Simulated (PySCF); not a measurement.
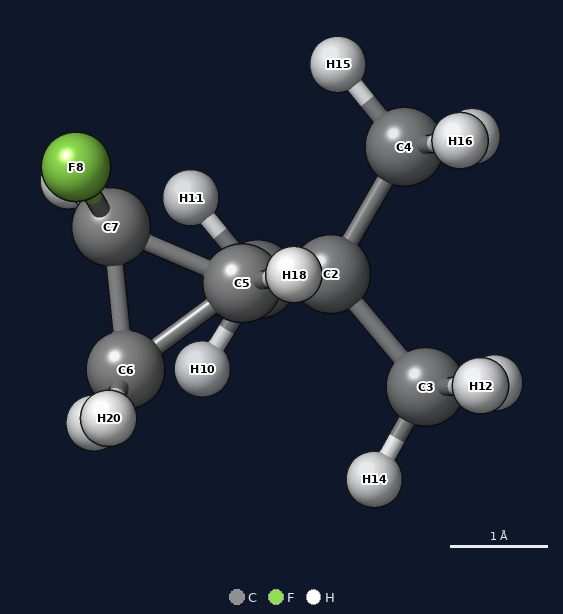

Figure 1. The input geometry of run 1 (ball-and-stick view, seen at a tilt; atoms are numbered from 1 in the order of the input).

# Two runs on C$_{7}$H$_{13}$F

System: C$_{7}$H$_{13}$F.
Method of run 1: GIAO PBE0/pcSseg-1 NMR shielding, non-relativistic, IEF-PCM water (PySCF 2.14.0).

The geometry comes from this level: PBE0-D3(BJ)/def2-SVP. Text and figures count atoms from 1; the logs count them from 0 in places.

## Input file, run 1
```
{"job": {"kind": "nmr", "xc": "PBE0", "basis": "pcSseg-1", "solvent": "water", "pop": false}, "charge": 0, "multiplicity": 1}
C     -1.213510    -0.286261     1.035136
C     -0.528154     0.134367    -0.266202
C     -1.024102    -0.758389    -1.406698
C     -0.867993     1.596898    -0.563216
C      0.989695     0.006570    -0.192750
C      1.727663    -1.124002     0.488024
C      1.804066     0.264451     1.021935
F      2.968328     0.949448     0.875169
H     -2.305921    -0.200827     0.929315
H     -0.992671    -1.332287     1.298873
H     -0.917400     0.353002     1.881220
H     -0.552805    -0.477898    -2.361912
H     -2.115526    -0.673815    -1.530180
H     -0.783503    -1.815201    -1.211631
H     -0.503601     2.257551     0.239084
H     -0.405596     1.928515    -1.506457
H     -1.956551     1.739858    -0.653975
H      1.490102     0.355289    -1.104275
H      1.167320    -1.862835     1.067423
H      2.616278    -1.514139    -0.014278
H      1.318440     0.495433     1.975787
```

The first line tells a small driver script what to run in PySCF; the rest is the geometry in Å.

Launched with:
```bash
OMP_NUM_THREADS=1 python <driver script> task.json out
```

Hardware: 1 CPU thread, shared host.

## Output (run 1)
```
coarse grid: 16752 points
cycle   1  E = -373.7910519545  dE =  8.508e-01  |g| = 5.604e-01  |ddm| = 3.850e+00
cycle   2  E = -373.7724767663  dE =  1.858e-02  |g| = 6.674e-01  |ddm| = 9.060e-01
cycle   3  E = -373.8586555705  dE = -8.618e-02  |g| = 5.473e-02  |ddm| = 4.970e-01
cycle   4  E = -373.8590636121  dE = -4.080e-04  |g| = 2.951e-02  |ddm| = 5.357e-02
cycle   5  E = -373.8592400385  dE = -1.764e-04  |g| = 3.390e-03  |ddm| = 2.305e-02
cycle   6  E = -373.8592417420  dE = -1.703e-06  |g| = 1.707e-03  |ddm| = 4.107e-03
final grid: 159896 points
cycle   7  E = -373.9162342496  dE = -6.817e-05  |g| = 1.100e-02  |ddm| = 4.598e-02
cycle   8  E = -373.9162169063  dE =  1.734e-05  |g| = 1.433e-02  |ddm| = 2.423e-02
cycle   9  E = -373.9162641946  dE = -4.729e-05  |g| = 1.162e-03  |ddm| = 1.335e-02
cycle  10  E = -373.9162644214  dE = -2.268e-07  |g| = 2.779e-04  |ddm| = 1.022e-03
cycle  11  E = -373.9162644344  dE = -1.302e-08  |g| = 5.593e-05  |ddm| = 2.477e-04
cycle  12  E = -373.9162644350  dE = -5.742e-10  |g| = 2.518e-05  |ddm| = 7.168e-05
converged SCF energy = -373.9162644350

GIAO shielding tensors (ppm)
atom      isotropic    diamagn.    paramagn.     s11        s22        s33       span
  0 C      161.235     248.993     -87.758    145.792    151.277    186.637     40.845
  1 C      155.638     240.646     -85.008    151.502    154.840    160.571      9.069
  2 C      153.694     247.894     -94.200    134.738    140.633    185.712     50.975
  3 C      153.104     247.811     -94.707    135.776    138.406    185.128     49.352
  4 C      153.660     249.065     -95.404    120.888    133.948    206.145     85.256
  5 C      175.389     254.538     -79.149    149.673    168.713    207.782     58.109
  6 C      113.132     251.798    -138.665     57.679     82.740    198.978    141.300
  7 F      414.098     470.280     -56.181    372.108    415.913    454.274     82.166
  8 H       30.659      31.159      -0.500     26.707     28.064     37.206     10.498
  9 H       30.820      31.807      -0.988     26.105     29.734     36.620     10.515
 10 H       30.906      31.778      -0.872     26.291     29.489     36.938     10.647
 11 H       30.191      30.964      -0.774     26.602     27.502     36.468      9.866
 12 H       30.370      30.772      -0.402     26.391     27.710     37.009     10.617
 13 H       30.223      31.108      -0.886     25.971     28.616     36.081     10.110
 14 H       30.011      31.097      -1.086     25.900     28.406     35.725      9.825
 15 H       30.052      30.964      -0.912     26.679     27.416     36.061      9.382
 16 H       30.212      30.738      -0.525     26.294     27.496     36.847     10.553
 17 H       30.310      33.011      -2.700     24.171     29.789     36.970     12.799
 18 H       30.523      31.528      -1.005     24.552     28.974     38.044     13.492
 19 H       30.342      30.131       0.211     24.895     26.618     39.513     14.618
 20 H       26.827      31.564      -4.737     21.380     28.101     31.001      9.621
```

For run 2 the input was changed thus:
```diff
-"solvent": "water"
-"pop": false
+"solvent": "cyclohexane"
+"pop": true
```

What does this change do to the results?

The total energy of run 2 is 1.8 kcal/mol higher: the change of the electrostatic solvation energy at this fixed geometry, without cavity or dispersion terms. The LUMO goes from 1.62 to 1.46 eV. The dipole moment goes from 2.23 to 1.99 D. Of all shieldings, the largest change is that of F8, by −4.4 ppm. The number of SCF iterations is the same.

## Output (run 2)
```
coarse grid: 16752 points
cycle   1  E = -373.7861382494  dE =  8.554e-01  |g| = 5.660e-01  |ddm| = 3.851e+00
cycle   2  E = -373.7647100750  dE =  2.143e-02  |g| = 6.852e-01  |ddm| = 9.532e-01
cycle   3  E = -373.8556802030  dE = -9.097e-02  |g| = 5.801e-02  |ddm| = 5.294e-01
cycle   4  E = -373.8561557188  dE = -4.755e-04  |g| = 3.027e-02  |ddm| = 5.837e-02
cycle   5  E = -373.8563434182  dE = -1.877e-04  |g| = 3.617e-03  |ddm| = 2.437e-02
cycle   6  E = -373.8563453558  dE = -1.938e-06  |g| = 1.852e-03  |ddm| = 4.822e-03
final grid: 159896 points
cycle   7  E = -373.9133612840  dE = -6.732e-05  |g| = 1.127e-02  |ddm| = 4.611e-02
cycle   8  E = -373.9133407616  dE =  2.052e-05  |g| = 1.501e-02  |ddm| = 2.514e-02
cycle   9  E = -373.9133924383  dE = -5.168e-05  |g| = 1.244e-03  |ddm| = 1.441e-02
cycle  10  E = -373.9133927059  dE = -2.676e-07  |g| = 2.852e-04  |ddm| = 1.157e-03
cycle  11  E = -373.9133927199  dE = -1.399e-08  |g| = 5.704e-05  |ddm| = 2.545e-04
cycle  12  E = -373.9133927205  dE = -5.977e-10  |g| = 2.634e-05  |ddm| = 7.971e-05
converged SCF energy = -373.9133927205

GIAO shielding tensors (ppm)
atom      isotropic    diamagn.    paramagn.     s11        s22        s33       span
  0 C      160.656     248.762     -88.107    145.231    150.724    186.012     40.781
  1 C      155.729     240.944     -85.215    151.714    154.955    160.519      8.805
  2 C      153.112     247.565     -94.453    134.127    140.188    185.021     50.894
  3 C      152.560     247.458     -94.897    135.249    138.028    184.405     49.156
  4 C      153.552     249.078     -95.526    120.934    133.999    205.724     84.790
  5 C      174.995     254.442     -79.446    149.251    168.427    207.307     58.057
  6 C      113.578     251.257    -137.679     59.032     83.873    197.830    138.798
  7 F      409.659     469.570     -59.911    366.717    411.560    450.701     83.983
  8 H       30.674      31.154      -0.481     26.759     28.077     37.185     10.426
  9 H       30.888      31.846      -0.958     26.208     29.804     36.652     10.445
 10 H       30.975      31.813      -0.838     26.395     29.558     36.971     10.576
 11 H       30.205      30.923      -0.718     26.634     27.513     36.468      9.834
 12 H       30.411      30.767      -0.356     26.458     27.750     37.025     10.566
 13 H       30.212      31.045      -0.833     25.971     28.611     36.055     10.083
 14 H       29.986      31.005      -1.019     25.877     28.380     35.701      9.824
 15 H       30.058      30.908      -0.850     26.690     27.421     36.064      9.374
 16 H       30.255      30.727      -0.472     26.361     27.539     36.865     10.504
 17 H       30.382      33.026      -2.644     24.222     29.874     37.050     12.828
 18 H       30.688      31.685      -0.996     24.763     29.227     38.074     13.311
 19 H       30.367      30.128       0.239     24.909     26.686     39.506     14.598
 20 H       27.035      31.688      -4.653     21.550     28.346     31.210      9.660
```

## The two runs side by side

| quantity | run 1 | run 2 |
| --- | --- | --- |
| outcome | converged | converged |
| total energy (hartree) | −373.916264 | −373.913393 |
| HOMO (eV) | −7.79 | −7.81 |
| LUMO (eV) | 1.62 | 1.46 |
| dipole moment (D) | 2.23 | 1.99 |
| shielding of C1 (ppm) | 161.2 | 160.7 |
| shielding of C3 (ppm) | 153.7 | 153.1 |
| shielding of C4 (ppm) | 153.1 | 152.6 |
| shielding of C6 (ppm) | 175.4 | 175.0 |
| shielding of C7 (ppm) | 113.1 | 113.6 |
| shielding of F8 (ppm) | 414.1 | 409.7 |
| shielding of H21 (ppm) | 26.8 | 27.0 |
| SCF iterations | 12 | 12 |
| basis functions | 201 | 201 |
| wall time (shared host) | 39 s | 42 s |
